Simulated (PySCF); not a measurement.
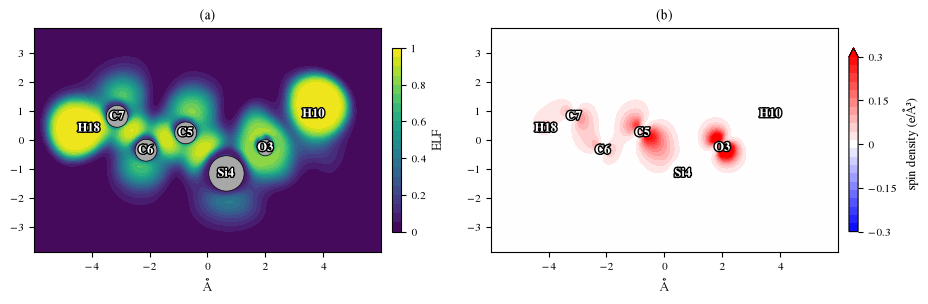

C₅H₁₂OSi (SMILES [CH2+][CH]O[SiH2]CCC) (charge +1, doublet). (a) electron localisation function; (b) spin density on the plane of atoms O3, Si4 and C5. Grey discs cover the atomic cores in the ELF map.

Geometry: GFN2-xTB.

Computed with UKS B3LYP, pcH-1 on C H O Si, non-relativistic, mean-field spin-orbit, GIAO in PySCF 2.14.0, density-fitted response routines.

```xyz
19

C    -3.5944   -0.3478   -0.7308
C    -2.9108   -1.1147    0.1255
O    -1.8708   -0.7120    0.8460
Si   -0.8195    0.4644    1.1770
C     0.7953   -0.1582    0.2009
C     1.9795    0.7209    0.4870
C     3.1577    0.1483   -0.3203
H    -3.3283    0.6808   -0.9077
H    -4.4391   -0.7432   -1.2645
H    -3.1703   -2.1525    0.3065
H    -1.1373    1.7891    0.6561
H    -0.5617    0.2410    2.5909
H     0.5279   -0.1486   -0.8560
H     0.9634   -1.1855    0.5216
H     2.2354    0.7137    1.5456
H     1.8002    1.7494    0.1758
H     2.9502    0.1632   -1.3868
H     4.0299    0.7711   -0.1267
H     3.3830   -0.8704   -0.0171
```

> Interpret the plot.

The section cuts through O, Si, C and H sites.
Si–O (1.61 Å): the ELF peaks at about 0.85 between the atoms (a polar covalent bond).
C–Si (1.99 Å): the ELF peaks at about 0.95 between the atoms; a covalent bond.
C–H (1.09 Å): the ELF climbs to about 1 towards the hydrogen, as it does in any bond to H; an ordinary covalent bond to hydrogen.
C–C (1.50 Å): the ELF peaks at about 0.95 between the atoms (a covalent bond).
The unpaired spin (1 electron) lies mostly on C1 (about 0.3), O3 (about 0.2) and C5 (about 0.2), in electrons by Hirshfeld's partition.
